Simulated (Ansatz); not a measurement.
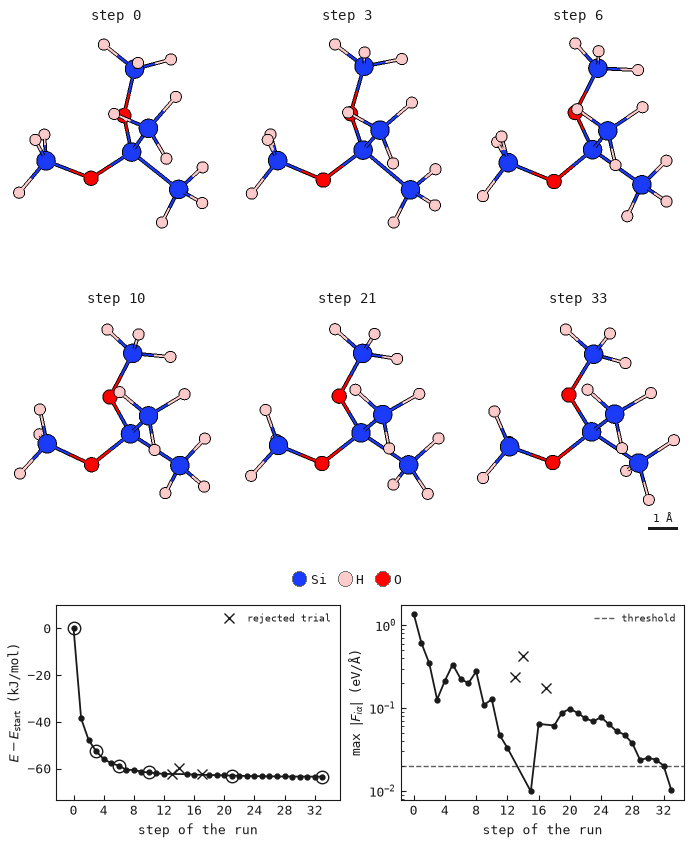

Frames of a relaxation of Si5H12O2, marked on the history of the run. Style: ball-and-stick. Shown face on.

The run prepares the start of a later molecular dynamics calculation, from a guessed geometry.

Level of theory: RKS BLYP/STO-3G (Ansatz 0.2.0).

The input:
```yaml
crystal:
  periodic: [false, false, false]
  atoms:
    - { symbol: Si, position_ang: [0.0, 0.0, 0.0] }
    - { symbol: Si, position_ang: [0.0, 0.0, 2.22] }
    - { symbol: H, position_ang: [-1.3148, -0.4067, 2.7074] }
    - { symbol: H, position_ang: [1.0096, -0.9353, 2.7074] }
    - { symbol: H, position_ang: [0.3052, 1.342, 2.7074] }
    - { symbol: O, position_ang: [1.5842, 0.0, -0.5594] }
    - { symbol: Si, position_ang: [2.4906, -1.3762, -0.8866] }
    - { symbol: H, position_ang: [1.6598, -2.3521, -1.5857] }
    - { symbol: H, position_ang: [3.6318, -1.0202, -1.7249] }
    - { symbol: H, position_ang: [2.9691, -1.9538, 0.366] }
    - { symbol: Si, position_ang: [-1.0456, 1.8115, -0.7393] }
    - { symbol: H, position_ang: [-2.4302, 1.478, -1.0607] }
    - { symbol: H, position_ang: [-1.0215, 2.8436, 0.2931] }
    - { symbol: H, position_ang: [-0.3743, 2.3069, -1.9374] }
    - { symbol: O, position_ang: [-0.7913, -1.3709, -0.5594] }
    - { symbol: Si, position_ang: [-1.673, -2.4329, 0.3983] }
    - { symbol: H, position_ang: [-1.2634, -2.287, 1.792] }
    - { symbol: H, position_ang: [-3.0964, -2.1323, 0.2761] }
    - { symbol: H, position_ang: [-1.4264, -3.8036, -0.0398] }
basis:
  gaussian: { orbitals: STO-3G }
hamiltonian:
  xc: blyp
relax:
  f_tol: 0.02
  max_steps: 40
```

Command:
```bash
ansatz run input.yaml --threads 2 --pin off --max-ram 3072MiB --backend cpu --events-out ev --progress --plain --runs-dir out
```

Question: Describe the path.

Answer: The largest move after the best rigid fit is that of H14, 1.44 Å. By element the largest moves are H 1.44 Å, O 0.82 Å, Si 0.48 Å. Some distances before and after: Si1–Si11 2.218 → 2.316 Å, Si1–O15 1.679 → 1.726 Å, O15–Si16 1.680 → 1.717 Å. Bond angles that change, for instance: O6–Si1–O15 109.5° → 99.3°, Si1–O6–Si7 125.0° → 115.8°, O6–Si7–H9 109.5° → 103.1°. Groups turn about Si1–O15 by about 50°, Si1–Si11 by about 45°, O15–Si16 by about 40°. After 30 accepted moves (33 points after the start) the energy has fallen by 63.4 kJ/mol. Largest force component: 1.4 eV/Å at the start, 0.01 eV/Å at the end. The line search rejected the trial steps at points 13, 14, 17 of the run. The forces were under the threshold at step 15, but the run went on from there. From step 0 to 3: H3 moves most (0.47 Å), energy −52.6 kJ/mol. From step 3 to 6: H18 moves most (0.43 Å), energy −6.15 kJ/mol. From step 6 to 10: H10 moves most (0.56 Å), energy −2.90 kJ/mol. From step 10 to 21: H13 moves most (0.37 Å), energy −1.34 kJ/mol. From step 21 to 33: H14 moves most (0.51 Å), energy −0.44 kJ/mol.

Limits of the set-up: STO-3G is a minimal basis, so the numbers are rough.
